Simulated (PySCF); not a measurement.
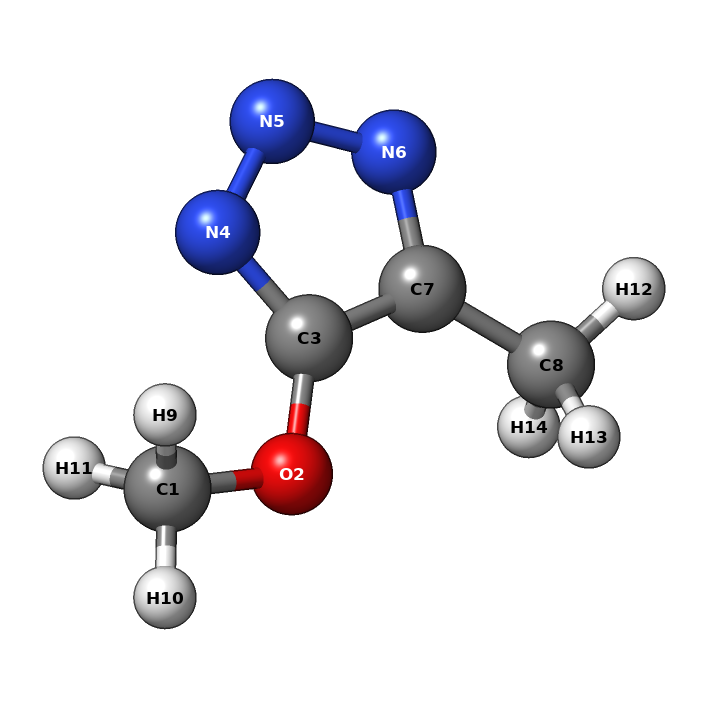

Every bond is drawn as one stick. The species has charge −1 and is a spin singlet. Computed geometry: GFN2-xTB optimisation. No frequency run is at hand to confirm it as a minimum. Computed with PBE0/pcSseg-1 (PySCF 2.14.0).

List the Mayer bond orders of C1–O2, C1–H9, C1–H10, C1–H11, O2–C3, C3–N4, C3–C7, N4–N5, N5–N6, N6–C7, C7–C8, C8–H12, C8–H13, C8–H14.

| bond | Mayer order | length (Å) |
| --- | --- | --- |
| C1–O2 | 0.95 | 1.396 |
| C1–H9 | 0.96 | 1.097 |
| C1–H10 | 0.97 | 1.094 |
| C1–H11 | 0.96 | 1.097 |
| O2–C3 | 0.93 | 1.392 |
| C3–N4 | 1.45 | 1.336 |
| C3–C7 | 1.36 | 1.393 |
| N4–N5 | 1.31 | 1.328 |
| N5–N6 | 1.39 | 1.314 |
| N6–C7 | 1.40 | 1.347 |
| C7–C8 | 1.06 | 1.491 |
| C8–H12 | 0.96 | 1.090 |
| C8–H13 | 0.97 | 1.092 |
| C8–H14 | 0.96 | 1.095 |
